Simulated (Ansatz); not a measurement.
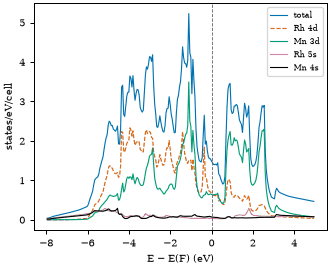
Figure: Total and projected density of states of MnRh (CsCl type, Pm-3m), DFT-PBEsol in the program Ansatz with PAW potentials

Problem. Which orbitals carry the states next to the Fermi level?

Solution. Within 0.5 eV of the Fermi level: Rh 4d 50 %, Mn 3d 39 %. Projections are on Löwdin-orthogonalised atomic valence shells; empty p or d shells of many metals are not among them.

Problem. Where is the tallest occupied peak in this window, and what makes it?

Solution. Near -1.1 eV, about 5.2 states/eV per cell; the largest projected share is Mn 3d.

The first step of the workflow began from a Materials Project structure, measured or hypothetical; the Crystallography Open Database files this formula in space group No. 221, but the cells were not matched. Its standing as an ambient phase is unchecked. The PBEsol relaxation kept the symmetry of its start; its stability against distortions is not shown here. The final state is ferromagnetic, chosen from 5 collinear starts compared on coarse meshes (ties went to the first, and starts can fall back to one state), not a proven ground state. Spin–orbit coupling is left out wherever it is not named.

Potentials: the later of the program's two PAW sets.
